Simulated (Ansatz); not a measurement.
# Al2H4O: two geometries relaxed

Aim: relax the geometries before and after the shift of H4 from O1 to Al2, and see whether they are two minima and how far apart in energy. SMILES of the start: [OH][AlH][AlH2].

Program: Ansatz 0.2.0. Level of theory: RKS PBE0-D4/def2-SVP. These are calculated values, not measurements.

### 1 Starting point

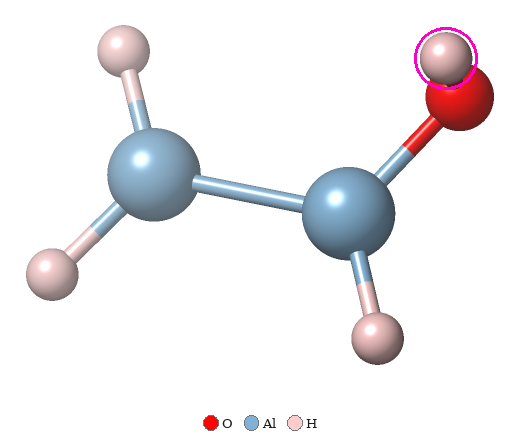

Start, viewed from a chosen angle; oxygen red, aluminium light blue, hydrogen pink. Ringed: H4.

Coordinates:

```xyz
7

O    -1.2726   -1.4523   -1.1425
Al   -0.4863    0.1848   -0.8112
Al    1.1775    0.3340    0.9918
H    -2.0472   -1.3857   -0.5748
H    -0.8432    1.4756   -1.6890
H     1.5675   -0.9477    1.8665
H     1.9654    1.7232    1.3133
```

### 2 End point A

input.yaml

```yaml
crystal:
  periodic: [false, false, false]
  atoms:
    - { symbol: O, position_ang: [-1.2726, -1.4523, -1.1425] }
    - { symbol: Al, position_ang: [-0.4863, 0.1848, -0.8112] }
    - { symbol: Al, position_ang: [1.1775, 0.334, 0.9918] }
    - { symbol: H, position_ang: [-2.0472, -1.3857, -0.5748] }
    - { symbol: H, position_ang: [-0.8432, 1.4756, -1.689] }
    - { symbol: H, position_ang: [1.5675, -0.9477, 1.8665] }
    - { symbol: H, position_ang: [1.9654, 1.7232, 1.3133] }
basis:
  gaussian: { orbitals: def2-SVP }
hamiltonian:
  xc: pbe0
  dispersion: d4
relax:
  f_tol: 0.02
  max_steps: 50
```

On the command line:

```
> ansatz run input.yaml --threads 1 --pin off --max-ram 2048MiB --backend cpu --events-out ev --progress --plain --runs-dir out
```

What it wrote, shortened:

```text
Warning: RAYON_NUM_THREADS=1 ignored (pool sized by the plan → 1); use --threads N
[...]
Functional definition: PBE0
[...]
700 factors; integrals over basis functions are off by at most 2.7e-4 eV
[...]
mean field -15291.40297058 eV, -561.9486942837 hartree, gradient 2.3e-5 eV, S^2 0.000000; 0 other end points of the search recorded, 0 dependent functions left out
[...]
reference -15291.40300287 eV, -561.9486954701 hartree; 19, 19 occupied and 51, 51 virtual orbitals, 700 factors
relax step   1: F+E_penalty+E_count = -15291.48747155 eV  Δ(F+E_penalty+E_count) = +0.000e0 eV  max|allowed force component| = 2.316e0 eV/Å  Δτ_max = 0.0000 Å  (23 SCF iters, accepted)
[...]
relax step   4: F+E_penalty+E_count = -15291.68555844 eV  Δ(F+E_penalty+E_count) = +1.883e-1 eV  max|allowed force component| = 4.687e0 eV/Å  Δτ_max = 0.1951 Å  (27 SCF iters, rejected (line search))
[...]
relax step   7: F+E_penalty+E_count = -15292.05927706 eV  Δ(F+E_penalty+E_count) = -7.419e-2 eV  max|allowed force component| = 5.212e-1 eV/Å  Δτ_max = 0.1500 Å  (25 SCF iters, accepted)
[...]
relax step  10: F+E_penalty+E_count = -15292.11484008 eV  Δ(F+E_penalty+E_count) = -9.338e-3 eV  max|allowed force component| = 2.823e-2 eV/Å  Δτ_max = 0.1843 Å  (24 SCF iters, accepted)
[...]
relax step  11: F+E_penalty+E_count = -15292.11756913 eV  Δ(F+E_penalty+E_count) = -2.729e-3 eV  max|allowed force component| = 1.439e-1 eV/Å  Δτ_max = 0.0736 Å  (22 SCF iters, accepted)
[...]
relax step  12: F+E_penalty+E_count = -15292.11651228 eV  Δ(F+E_penalty+E_count) = +1.057e-3 eV  max|allowed force component| = 3.026e-1 eV/Å  Δτ_max = 0.1465 Å  (25 SCF iters, rejected (line search))
[...]
700 factors; integrals over basis functions are off by at most 4.3e-4 eV
```

### 3 The log goes on: end point A relaxed

Output, continued, shortened:

```text
mean field -15292.03944837 eV, -561.9720844110 hartree, gradient 1.2e-5 eV, S^2 0.000000; 0 other end points of the search recorded, 0 dependent functions left out
[...]
reference -15292.03948035 eV, -561.9720855863 hartree; 19, 19 occupied and 51, 51 virtual orbitals, 700 factors
relax step  13: F+E_penalty+E_count = -15292.12299381 eV  Δ(F+E_penalty+E_count) = -5.425e-3 eV  max|allowed force component| = 7.852e-2 eV/Å  Δτ_max = 0.0729 Å  (22 SCF iters, accepted)
[...]
relax step  15: F+E_penalty+E_count = -15292.13502031 eV  Δ(F+E_penalty+E_count) = -6.067e-3 eV  max|allowed force component| = 1.287e-1 eV/Å  Δτ_max = 0.1463 Å  (26 SCF iters, accepted)
[...]
relax step  17: F+E_penalty+E_count = -15292.14129662 eV  Δ(F+E_penalty+E_count) = -6.276e-3 eV  max|allowed force component| = 4.118e-2 eV/Å  Δτ_max = 0.0863 Å  (22 SCF iters, accepted)
[...]
reference -15292.06627269 eV, -561.9730701866 hartree; 19, 19 occupied and 51, 51 virtual orbitals, 700 factors
Total energy: -15292.14997646 eV, -561.9761462432 hartree
Atom 0 at    -1.755430    -0.917352    -0.384742 Å, force     0.005511     0.002991     0.005761 eV/Å
Atom 1 at    -0.420793     0.069472    -0.814687 Å, force     0.017342     0.001626     0.007072 eV/Å
Atom 2 at     1.330131     0.340101     1.058736 Å, force     0.000027     0.005557     0.002823 eV/Å
Atom 3 at    -2.492769    -1.117850    -0.965025 Å, force    -0.019742    -0.006460    -0.010581 eV/Å
Atom 4 at    -0.409037     0.696444    -2.288524 Å, force    -0.004310    -0.001342    -0.003751 eV/Å
Atom 5 at     2.534067    -0.694811     1.251534 Å, force     0.001428    -0.000993    -0.002336 eV/Å
Atom 6 at     1.274931     1.555895     2.096808 Å, force    -0.000256    -0.001379     0.001011 eV/Å
Dipole moment:    -0.161591    -0.003571    -0.225758 e Å
```

Run time: 71 s. Hardware: 1 thread of Arm Neoverse N1, shared host; peak memory 0.12 GiB.

The steps of the relaxation:

```tsv
step	energy from step 1 (eV)	largest force component (eV/Å)
1	0.0000	2.3162
2	-0.2335	1.4432
3	-0.3863	0.8053
4x	-0.1981	4.6875
5	-0.4373	0.6371
6	-0.4976	0.7938
7	-0.5718	0.5212
8	-0.5848	0.2643
9	-0.6180	0.0405
10	-0.6274	0.0282
11	-0.6301	0.1439
12x	-0.6290	0.3026
13	-0.6355	0.0785
14	-0.6415	0.0523
15	-0.6475	0.1287
16x	-0.6433	0.3284
17	-0.6538	0.0412
18	-0.6575	0.0914
19	-0.6598	0.1056
20	-0.6609	0.1071
21	-0.6625	0.0197
```

Step 1 is the start. 3 steps were tried and not accepted (marked x).

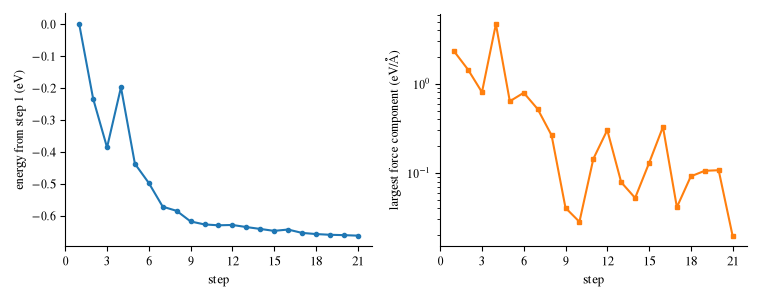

Energy and largest force along the relaxation.

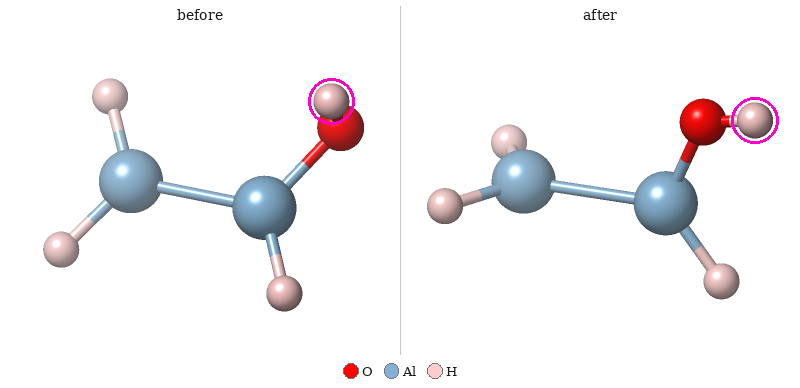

Before and after, at one scale.

After: Bond lengths: O1–Al2 1.715 Å, Al2–Al3 2.579 Å, O1–H4 0.959 Å, Al2–H5 1.602 Å, Al3–H6 1.599 Å, Al3–H7 1.600 Å. Angles: O1–Al2–Al3 114.0°, O1–Al2–H5 117.5°, Al3–Al2–H5 128.5°, Al2–O1–H4 124.5°, Al2–Al3–H6 122.1°, Al2–Al3–H7 121.9°, H6–Al3–H7 116.1°.

### 4 End point B

The second end starts from a geometry with the move made by hand.

input.yaml, as its differences from that of step 2:

```diff
@@ -6,3 +6,3 @@
     - { symbol: Al, position_ang: [1.1775, 0.334, 0.9918] }
-    - { symbol: H, position_ang: [-2.0472, -1.3857, -0.5748] }
+    - { symbol: H, position_ang: [-1.99218, 0.46962, -0.96216] }
     - { symbol: H, position_ang: [-0.8432, 1.4756, -1.689] }
```

On the command line:

```
> ansatz run input.yaml --threads 1 --pin off --max-ram 2048MiB --backend cpu --events-out ev --progress --plain --runs-dir out
```

What it wrote, shortened:

```text
Warning: RAYON_NUM_THREADS=1 ignored (pool sized by the plan → 1); use --threads N
[...]
Functional definition: PBE0
[...]
700 factors; integrals over basis functions are off by at most 4.6e-4 eV
[...]
mean field -15286.28098020 eV, -561.7604646091 hartree, gradient 6.5e-5 eV, S^2 0.000000; 0 other end points of the search recorded, 0 dependent functions left out
[...]
reference -15286.28101247 eV, -561.7604657947 hartree; 19, 19 occupied and 51, 51 virtual orbitals, 700 factors
relax step   1: F+E_penalty+E_count = -15286.36845458 eV  Δ(F+E_penalty+E_count) = +0.000e0 eV  max|allowed force component| = 3.954e0 eV/Å  Δτ_max = 0.0000 Å  (33 SCF iters, accepted)
[...]
relax step   4: F+E_penalty+E_count = -15290.48254530 eV  Δ(F+E_penalty+E_count) = -1.490e0 eV  max|allowed force component| = 4.645e0 eV/Å  Δτ_max = 0.1928 Å  (27 SCF iters, accepted)
[...]
relax step   7: F+E_penalty+E_count = -15291.70886628 eV  Δ(F+E_penalty+E_count) = -2.192e-1 eV  max|allowed force component| = 2.141e0 eV/Å  Δτ_max = 0.1156 Å  (25 SCF iters, accepted)
[...]
relax step  10: F+E_penalty+E_count = -15292.07581542 eV  Δ(F+E_penalty+E_count) = -2.668e-2 eV  max|allowed force component| = 5.462e-1 eV/Å  Δτ_max = 0.2000 Å  (26 SCF iters, accepted)
[...]
relax step  13: F+E_penalty+E_count = -15292.11825553 eV  Δ(F+E_penalty+E_count) = -1.261e-2 eV  max|allowed force component| = 7.317e-2 eV/Å  Δτ_max = 0.2000 Å  (26 SCF iters, accepted)
[...]
relax step  14: F+E_penalty+E_count = -15292.12224344 eV  Δ(F+E_penalty+E_count) = -3.988e-3 eV  max|allowed force component| = 2.123e-1 eV/Å  Δτ_max = 0.1951 Å  (25 SCF iters, accepted)
[...]
```

### 5 The output, continued: end point B relaxed

Output, continued, shortened:

```text
703 factors; integrals over basis functions are off by at most 6.7e-4 eV
mean field -15292.04415091 eV, -561.9722572262 hartree, gradient 1.2e-5 eV, S^2 0.000000; 0 other end points of the search recorded, 0 dependent functions left out
[...]
reference -15292.04418300 eV, -561.9722584054 hartree; 19, 19 occupied and 51, 51 virtual orbitals, 703 factors
relax step  15: F+E_penalty+E_count = -15292.12759266 eV  Δ(F+E_penalty+E_count) = -5.349e-3 eV  max|allowed force component| = 1.218e-1 eV/Å  Δτ_max = 0.0297 Å  (22 SCF iters, accepted)
[...]
relax step  17: F+E_penalty+E_count = -15292.14036640 eV  Δ(F+E_penalty+E_count) = -5.730e-3 eV  max|allowed force component| = 2.771e-1 eV/Å  Δτ_max = 0.1648 Å  (26 SCF iters, accepted)
[...]
reference -15292.06629756 eV, -561.9730711006 hartree; 19, 19 occupied and 51, 51 virtual orbitals, 703 factors
Total energy: -15292.14991522 eV, -561.9761439928 hartree
Atom 0 at    -1.830258    -0.388921    -0.580176 Å, force     0.006497     0.004760     0.004380 eV/Å
Atom 1 at    -0.364066     0.450180    -0.876097 Å, force    -0.005786    -0.012312     0.003543 eV/Å
Atom 2 at     1.319750     0.351799     1.077534 Å, force     0.016473     0.019443     0.009620 eV/Å
Atom 3 at    -2.562714    -0.453107    -1.197135 Å, force     0.007762     0.004421    -0.002603 eV/Å
Atom 4 at    -0.205197     1.179140    -2.294479 Å, force     0.000426    -0.002214     0.010015 eV/Å
Atom 5 at     2.404414    -0.817224     1.209425 Å, force    -0.013107    -0.001027    -0.008195 eV/Å
Atom 6 at     1.354191     1.465354     2.227668 Å, force    -0.012265    -0.013071    -0.016760 eV/Å
Dipole moment:    -0.155750     0.032160    -0.229250 e Å
```

Wall time 79 s (1 thread of Arm Neoverse N1, shared host); peak memory 0.13 GiB.

Relaxation path:

```tsv
step	energy from step 1 (eV)	largest force component (eV/Å)
1	0.0000	3.9537
2	-1.2500	4.2259
3	-2.6245	4.8606
4	-4.1141	4.6454
5	-4.4917	7.0878
6	-5.1213	3.0091
7	-5.3404	2.1414
8	-5.5858	0.8749
9	-5.6807	0.5184
10	-5.7074	0.5462
11	-5.7273	0.1446
12	-5.7372	0.1568
13	-5.7498	0.0732
14	-5.7538	0.2123
15	-5.7591	0.1218
16	-5.7662	0.1302
17	-5.7719	0.2771
18	-5.7768	0.1255
19	-5.7800	0.0329
20x	-5.7782	0.1230
21	-5.7806	0.0289
22	-5.7811	0.0371
23	-5.7814	0.0194
```

Step 1 is the start. 1 step was tried and not accepted (marked x).

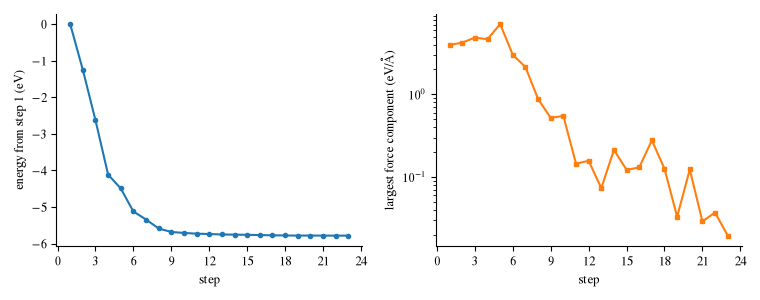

Energy and largest force along the relaxation.

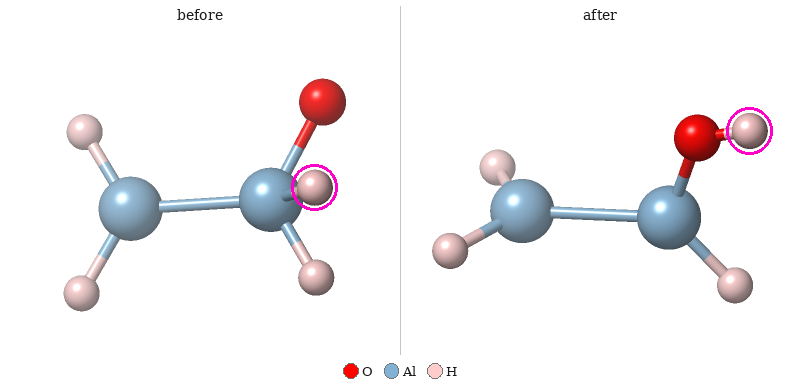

Before and after, at one scale.

After: Bond lengths: O1–Al2 1.715 Å, Al2–Al3 2.581 Å, O1–H4 0.960 Å, Al2–H5 1.603 Å, Al3–H6 1.600 Å, Al3–H7 1.601 Å. Angles: O1–Al2–Al3 114.1°, O1–Al2–H5 117.4°, Al3–Al2–H5 128.5°, Al2–O1–H4 125.0°, Al2–Al3–H6 122.2°, Al2–Al3–H7 122.1°, H6–Al3–H7 115.7°.

Pairs that crossed the distance rule for bonds on the way: came closer O1–H4; moved apart Al2–H4.

### 6 Results

| quantity | value |
| --- | --- |
| end A | 17 moves, 0.662 eV lower |
| end B | 21 moves, 5.781 eV lower |
| largest difference between the ends | 0.03 Å |
| end B relative to end A | +0.000 eV |

**Reading.** Both starts fell into the same minimum (no atom differs by more than 0.03 Å), so from this start no second minimum was found and no band was run; another arrangement could still be one.
